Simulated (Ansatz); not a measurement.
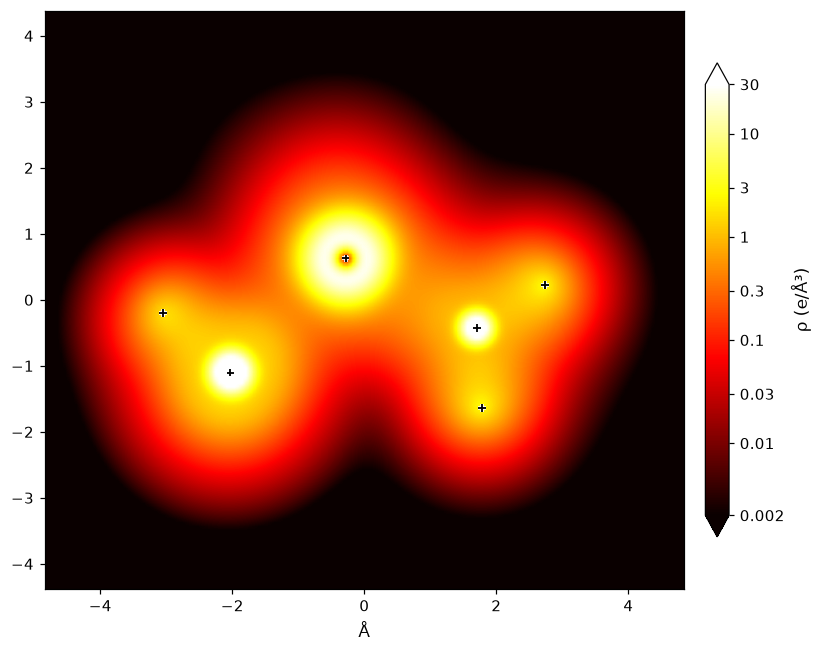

The electron density on a plane through atoms (crosses mark nuclei in the plane).

Computed with RKS PBE-D4/def2-SVP (Ansatz).

Candidates:
A. CH$_{7}$BSSn
B. C$_{2}$H$_{7}$F$_{2}$NSi
C. Cl···CH$_{5}$ClSi (charge −1)

> Which candidate gave the map?

Candidate A: CH$_{7}$BSSn on the plane of atoms Sn2, B1 and H5, which holds B, Sn, S and H. Sn–B (2.25 Å): ρ is about 0.62 e/Å³ halfway. Sn–S (2.46 Å): ρ is about 0.49 e/Å³ halfway.
